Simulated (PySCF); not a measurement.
C$_{3}$H$_{12}$OSi$_{3}$: excited-state calculation

- system: C$_{3}$H$_{12}$OSi$_{3}$, SMILES C=C(C)[SiH2][SiH2]O[SiH3]
- method: TDDFT PBE0/def2-SVPD, vertical, gas phase, core orbitals frozen in the response (PySCF 2.14.0)

The geometry comes from this level: GFN2-xTB.

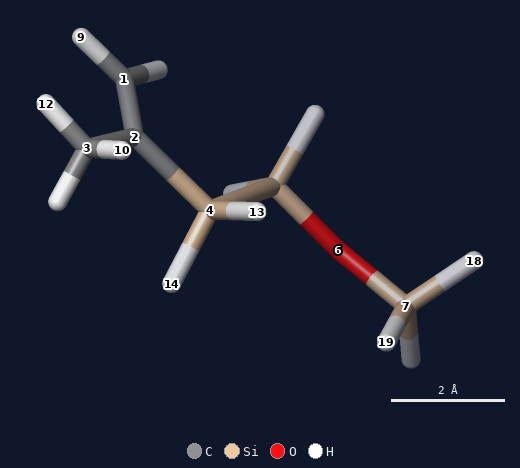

*The structure as given in the input (stick view, seen at a tilt; atoms are numbered from 1 in the order of the input).*

Bond lengths as drawn: C–C 1.33 to 1.50 Å, C–H 1.08 to 1.09 Å, C–Si 1.89 Å, H–Si 1.46 to 1.48 Å, O–Si 1.61 to 1.63 Å and Si–Si 2.30 Å.

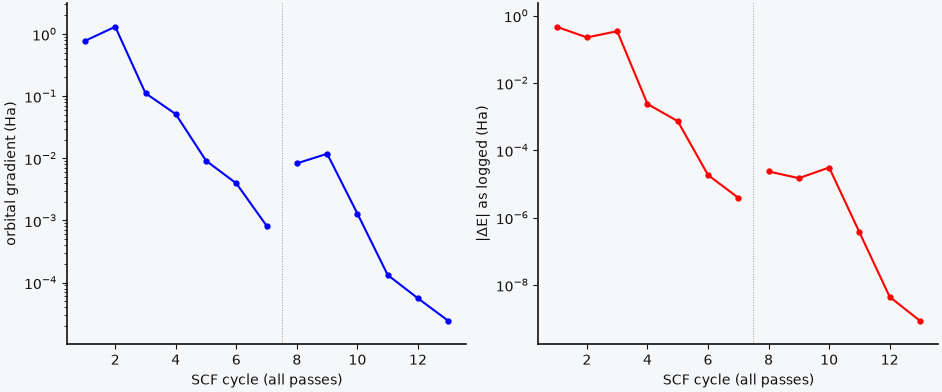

*Convergence of the self-consistent field: orbital gradient and size of the energy change against the SCF cycle. The dotted line marks the change from a coarse to the final integration grid.*

The first 7 cycles use a coarse grid, the final grid takes over at cycle 8, and the field converges after 13 cycles in all.

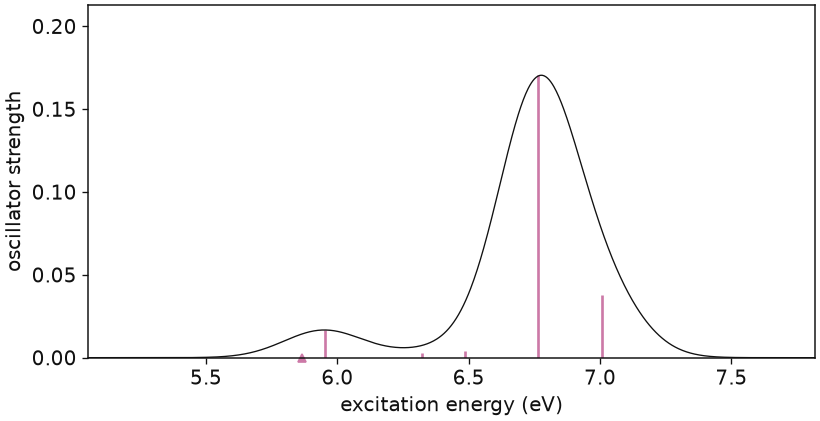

*Computed excitations as sticks (degenerate states added up, dark ones marked on the axis), with a Gaussian envelope of 0.35 eV full width at half maximum, scaled to the tallest.*

Of the 6 states the lowest lies at 5.86 eV (f = 0.001); the strongest line is at 6.76 eV, or 183 nm (f = 0.170).

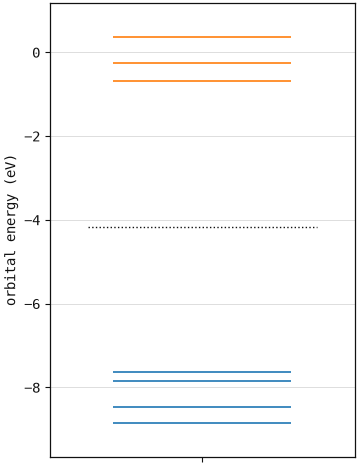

*Orbital energies near the frontier; the dotted line parts filled from empty levels, and levels within 0.02 eV of each other stand side by side.*

Highest filled −7.64 eV, lowest empty −0.68 eV, 6.96 eV apart.

The input and output of the run follow.

**The input**
```
{"job": {"kind": "uv", "xc": "PBE0", "basis": "def2-SVPD", "nstates": 6, "ntriplets": 2}, "charge": 0, "multiplicity": 1}
C     -2.411366     1.092870     0.721308
C     -2.052944    -0.061683     0.175927
C     -3.076515    -1.080746    -0.216308
Si    -0.244546    -0.516556    -0.155143
Si     1.166339     1.204348     0.430564
O      2.683670     0.690460     0.145432
Si     3.985241    -0.263535     0.134399
H     -1.687701     1.840203     1.006029
H     -3.445508     1.347092     0.907232
H     -2.884239    -2.019967     0.299376
H     -3.011365    -1.278315    -1.285026
H     -4.086441    -0.749853     0.019898
H      0.000966    -1.787275     0.561881
H     -0.169798    -0.906327    -1.579470
H      1.153698     1.598690     1.846601
H      1.093526     2.429308    -0.374500
H      4.908641     0.370344    -0.801372
H      4.511327    -0.309647     1.497285
H      3.557211    -1.590159    -0.311248
```

The first line tells a small driver script what to run in PySCF; the rest is the geometry in Å.

Command:
```bash
OMP_NUM_THREADS=1 python <driver script> task.json out
```

**Output**
```
coarse grid: 16656 points
cycle   1  E = -1064.0089853812  dE =  4.660e-01  |g| = 7.740e-01  |ddm| = 6.301e+00
cycle   2  E = -1063.7845418242  dE =  2.244e-01  |g| = 1.307e+00  |ddm| = 2.549e+00
cycle   3  E = -1064.1282436177  dE = -3.437e-01  |g| = 1.115e-01  |ddm| = 1.585e+00
cycle   4  E = -1064.1306127898  dE = -2.369e-03  |g| = 5.136e-02  |ddm| = 2.642e-01
cycle   5  E = -1064.1313433216  dE = -7.305e-04  |g| = 9.133e-03  |ddm| = 9.685e-02
cycle   6  E = -1064.1313617364  dE = -1.841e-05  |g| = 3.950e-03  |ddm| = 2.095e-02
cycle   7  E = -1064.1313656096  dE = -3.873e-06  |g| = 8.199e-04  |ddm| = 6.658e-03
final grid: 145080 points
cycle   8  E = -1064.2716529360  dE = -2.345e-05  |g| = 8.293e-03  |ddm| = 1.155e-01
cycle   9  E = -1064.2716381074  dE =  1.483e-05  |g| = 1.181e-02  |ddm| = 2.668e-02
cycle  10  E = -1064.2716688215  dE = -3.071e-05  |g| = 1.286e-03  |ddm| = 1.542e-02
cycle  11  E = -1064.2716691895  dE = -3.679e-07  |g| = 1.326e-04  |ddm| = 1.952e-03
cycle  12  E = -1064.2716691939  dE = -4.423e-09  |g| = 5.581e-05  |ddm| = 5.112e-04
cycle  13  E = -1064.2716691948  dE = -8.590e-10  |g| = 2.430e-05  |ddm| = 1.723e-04
converged SCF energy = -1064.2716691948

Static polarisability (au): isotropic 120.424, principal 95.619 123.621 142.031

Singlet excitations
state   eV       nm        f      main configurations
  1   5.8642    211.4   0.00108   H->L 0.94
  2   5.9525    208.3   0.01677   H-1->L 0.95
  3   6.3227    196.1   0.00294   H-1->L+1 0.88, H-3->L+1 0.08
  4   6.4865    191.1   0.00373   H-2->L 0.97
  5   6.7621    183.4   0.17047   H->L+1 0.70, H->L+3 0.16
  6   7.0067    177.0   0.03806   H-3->L 0.47, H->L+2 0.37, H->L+3 0.09

Triplet excitations (Tamm-Dancoff, eV): 4.2725 5.3056
```

**Summary**

- outcome: converged
- total energy: −1064.271669 hartree
- HOMO: −7.64 eV
- LUMO: −0.68 eV
- dipole moment: 0.86 D
- mean polarisability: 120.42 a.u.
- lowest singlet excitation: 5.86 eV
- hardware: 1 CPU thread, shared host
- wall time: 51 s
- peak memory: 1 GiB
